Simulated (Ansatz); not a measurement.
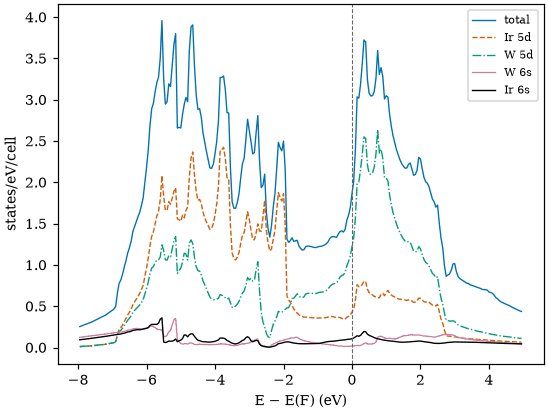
Total and projected density of states of IrW (rock salt, Fm-3m), PBEsol (plane waves, PAW; program Ansatz)

Question: Which orbitals carry the states next to the Fermi level?

Answer: Within 0.5 eV of the Fermi level: W 5d 66 %, Ir 5d 23 %, Ir 6s 5 %. Projections are on Löwdin-orthogonalised atomic valence shells; empty p or d shells of many metals are not among them.

Question: Where is the tallest occupied peak in this window, and what makes it?

Answer: Near -5.5 eV, about 4.0 states/eV per cell; the largest projected share is Ir 5d.

The start of the workflow was typed in or built on a structure type; neither database checked (COD, Materials Project) lists it. COD files the formula under space group No. 51. Whether it is the stable phase at ambient conditions was not checked. The cell was relaxed with PBEsol under the symmetry of its start. At this level the phase is mechanically unstable. No spin polarisation was allowed. Its formation energy is positive at this level, so the cell may be metastable or incomplete. Scalar-relativistic: spin–orbit coupling is off unless named, which matters more the heavier the elements.

Potentials: the earlier of the program's two PAW sets. The files were generated under PBE; for other functionals the program regenerates the frozen cores, and for LDA and PBEsol the local potential too.
